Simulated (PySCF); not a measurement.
**C5H3FN2O (SMILES O=Cc1cc(F)ncn1): density, localisation and related maps**

| atom | x (Å) | y (Å) | z (Å) |
| --- | --- | --- | --- |
| O | 2.6259 | 1.3466 | 0.0684 |
| C | 2.1288 | 0.2700 | 0.2458 |
| C | 0.6760 | -0.0128 | 0.0993 |
| C | -0.2219 | 0.9876 | -0.2624 |
| C | -1.5458 | 0.5737 | -0.3595 |
| F | -2.4893 | 1.4458 | -0.6978 |
| N | -1.9404 | -0.6583 | -0.1333 |
| C | -0.9983 | -1.5257 | 0.2040 |
| N | 0.2836 | -1.2660 | 0.3308 |
| H | 2.7094 | -0.6211 | 0.5377 |
| H | 0.0947 | 2.0000 | -0.4496 |
| H | -1.3214 | -2.5405 | 0.3905 |

Geometry: GFN2-xTB.

Theory: PySCF 2.14.0, WP04/pcSseg-1, SCF density, in a dichloromethane solvent model, non-relativistic.

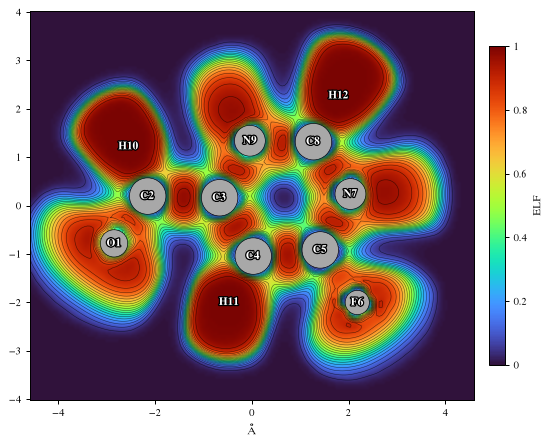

Figure 1. ELF on the molecular plane. Grey discs cover the atomic cores.

**Read the bonding off the picture.**

Atoms in the plane: O, C, F, N and H.
C–O (1.20 Å): the ELF peaks at about 0.85 between the atoms; a short, multiple covalent bond.
C–N (1.31 Å): the ELF peaks at about 0.90 between the atoms, as expected for localised, covalent bonding.
C–F (1.33 Å): the ELF peaks at about 0.85 between the atoms: a shared but strongly polarised pair.
C–C (1.39 Å): the ELF peaks at about 0.95 between the atoms (localised, covalent bonding).
C–H (1.08 Å): the ELF climbs to about 1 towards the hydrogen, as it does in any bond to H (an ordinary covalent bond to hydrogen).
The ELF also peaks beside F6, O1, N7 and N9, away from the bonds: lone-pair regions.

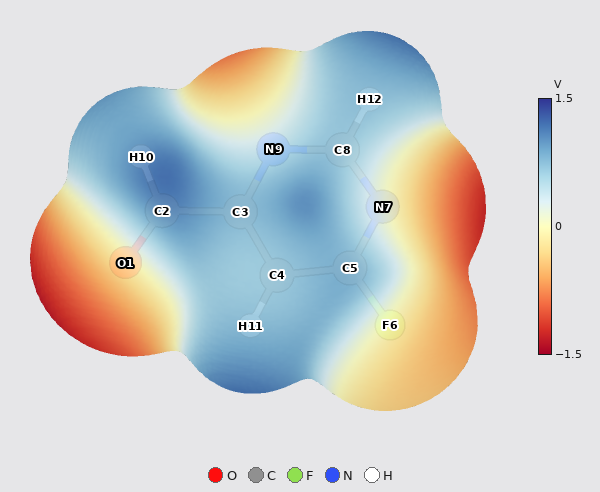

Figure 2. The electrostatic potential painted on the density surface at 0.001 e/bohr³, seen at a tilt; the colour scale runs from red (negative) to blue (positive).

**Describe the electrostatic potential map.**

The most negative region (about −1.3 V) lies over O1, the most positive (about +1.2 V) over C2, H11 and H12. O1 is the likeliest acceptor of a hydrogen bond.

**What dipole moment does the calculation give?**

Its dipole moment is 1.26 D.
